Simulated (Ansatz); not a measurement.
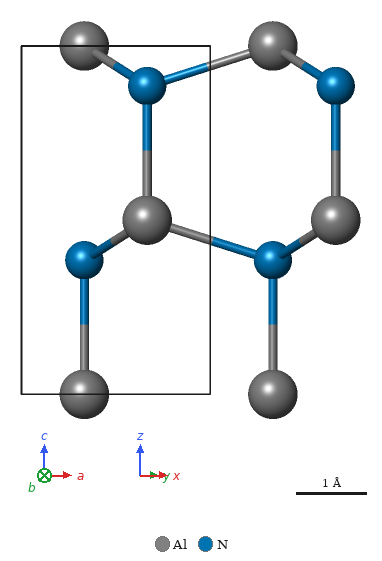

Energy scan for a crystal of AlN (P6_3mc), in which the ratio of the cell's length along z to its lengths across, counted as 1 for the reference, is changed at fixed volume (a c/a path), with the atoms kept at their fractional coordinates. x, y and z are the Cartesian axes of the input. The picture shows the reference cell. The picture is a ball-and-stick view of the cell of the calculation, repeated 2 × 2 × 1 with one cell outlined, seen along the b axis.

Theory: Ansatz, DFT LDA, scalar-relativistic, plane waves, PAW. Set-up: plane-wave cutoff 420 eV; k-point mesh 9 × 9 × 6; occupations gaussian; smearing width 0.05 eV; no spin polarisation. Energies (free energies at the smearing named) are counted from the cell as listed in its source, which wasn't relaxed.

```
Al N
1.0
     3.11100    0.00000    0.00000
    -1.55550    2.69421    0.00000
     0.00000    0.00000    4.97800
Al N
2 2
Direct
  0.33333 0.66667 0.00000
  0.66667 0.33333 0.50000
  0.33333 0.66667 0.38500
  0.66667 0.33333 0.88500
```

Give the energy at each point (the relative ratio: 0.80, 0.85, 0.92, 0.96, 1.00, 1.05, 1.10, 1.20, 1.30).

```csv
axial ratio over its reference value,E − E(ref) (meV/atom)
0.80,423
0.85,217
0.92,53
0.96,11
1.00,0
1.05,22
1.10,78
1.20,268
1.30,536
```

The lowest computed point lies at the relative ratio 1.00 (0 meV/atom). The unrelaxed reference is under a pressure of −4.3 GPa. The distortion keeps the space group P6_3mc. At the relative ratio 1.30 the cell of the drawing goes a 3.111 → 2.850 Å, b 3.111 → 2.850 Å, c 4.978 → 5.929 Å.
